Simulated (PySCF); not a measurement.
# C5H6Si, SMILES `[SiH]1=CC=CC=C1`: electronic structure

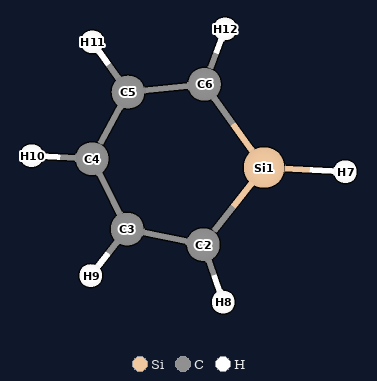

The molecule, with its atoms numbered as below. No frequency check shows the geometry to be a minimum.

Geometry (Å), atoms numbered from 1:

```
Si1     -1.4186    0.0001    0.0000
C2      -0.3443    1.4472    0.0000
C3       1.0223    1.2375    0.0000
C4       1.6563   -0.0001    0.0000
C5       1.0223   -1.2376    0.0000
C6      -0.3444   -1.4472    0.0000
H7      -2.8733   -0.0001    0.0000
H8      -0.7051    2.4667    0.0000
H9       1.6663    2.1103    0.0000
H10      2.7381   -0.0001    0.0000
H11      1.6662   -2.1104    0.0000
H12     -0.7052   -2.4667    0.0000
```

Part 1: Localised orbitals

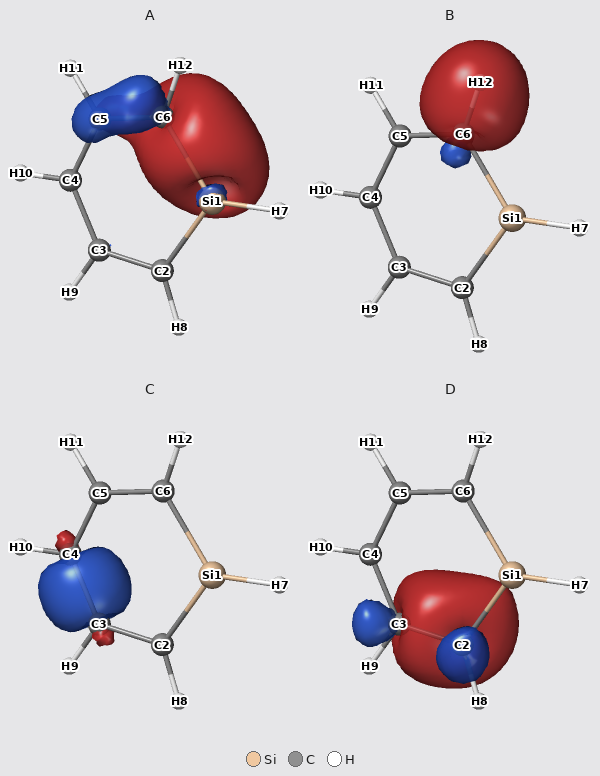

Localised orbitals, occupied; each surface holds about 80 % of the orbital's density. Energies are diagonal elements of the Fock matrix.

Level of theory: PBE0/def2-SVP (PySCF), at a geometry from GFN2-xTB.

> Identify each orbital.

By panel:
- A: bent (banana) bond C6–Si1 (C6 55 %, Si1 34 %, C5 7 %; −10.4 eV)
- B: σ bond C6–H12 (C6 55 %, H12 44 %; −13.9 eV)
- C: σ bond C3–C4 (C3 50 %, C4 49 %; −15.9 eV)
- D: bent (banana) bond C2–C3 (C2 50 %, C3 41 %, Si1 6 %; −12.6 eV)

> Which localisation scheme gives orbitals like these: Pipek–Mezey, IBO or Foster–Boys?

Foster–Boys: it mixes σ and π into equivalent bent bonds, while the other two keep them apart.

> How do all the valence pairs divide up?

15 pairs: 9 σ bonds and 6 bent bonds.

Part 2: Magnetic shielding

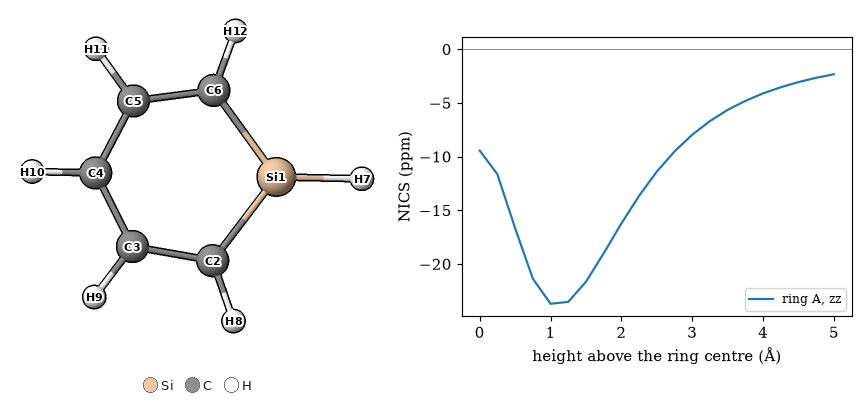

GIAO NICS scans along the ring normals; ring A: 6-membered ring Si1/C2/C3/C4/C5/C6.

PySCF calculation, B3LYP/def2-SVP, gas phase; geometry: GFN2-xTB.

> What does each scan say about the ring current?

Ring A is strongly diatropic (aromatic): NICSzz reaches −23.7 ppm at 1.00 Å; NICS(0) = −8.2, NICS(1) = −9.2, NICS(1)zz = −23.7 ppm.

> What absolute proton shieldings does the same calculation give?

From 23.8 ppm (H9 and H11) to 25.4 ppm (H7).

Part 3: Stretching a bond

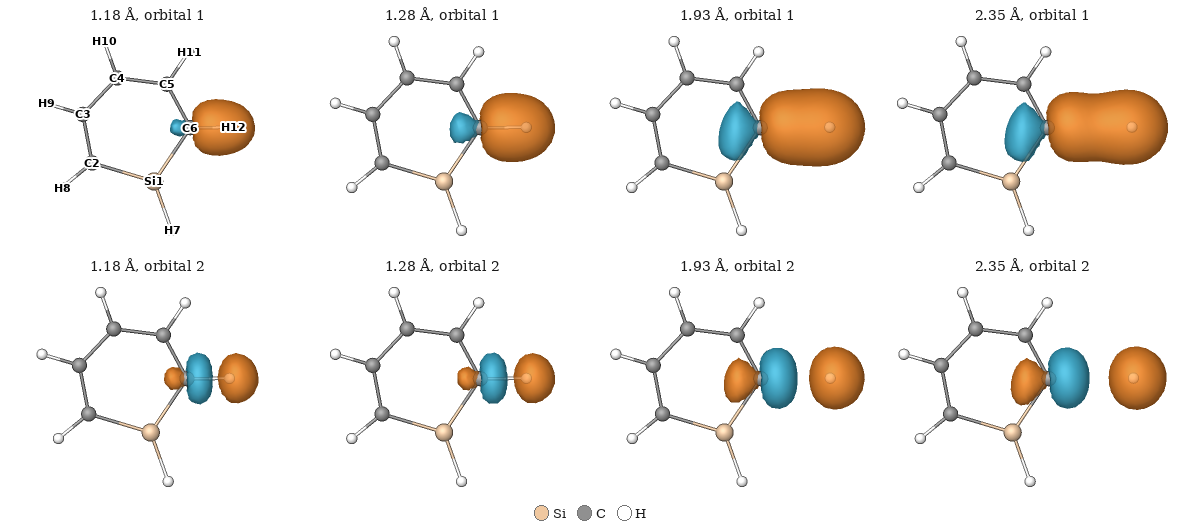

Rigid stretch of the C6–H12 bond. The two CASSCF(2,2) natural orbitals nearest half filling (orbital 1 the more occupied).

Method: 6-31G* basis; geometry: GFN2-xTB; program: PySCF.

> How do the occupations change along the stretch?

1.18 Å: 1.98 and 0.02; 1.28 Å: 1.97 and 0.03; 1.93 Å: 1.82 and 0.18; 2.35 Å: 1.60 and 0.40. At the longest distance computed (3.00 Å) they are 1.27 and 0.73, and the effective number of unpaired electrons is 1.7.

UHF's ⟨S²⟩ passes 1 along the scan (up to 1.85), so it also polarises electrons outside the stretched bond; its energy lowering isn't due to that bond alone.

UHF already breaks spin symmetry near equilibrium here (⟨S²⟩ = 0.69 at 1.07 Å), for reasons apart from this bond.

> How much energy does the stretch cost?

By CASSCF, 4.4 eV from the lowest point of the scan (1.07 Å) to 3.00 Å; RHF gives 7.6 eV from its own lowest point. The fragments aren't relaxed and dynamic correlation is missing, so this isn't a bond dissociation energy.

The PySCF runs shown took 17 s, 32 s and 7.9 min on 1 thread of Arm Neoverse V1, on a shared host.
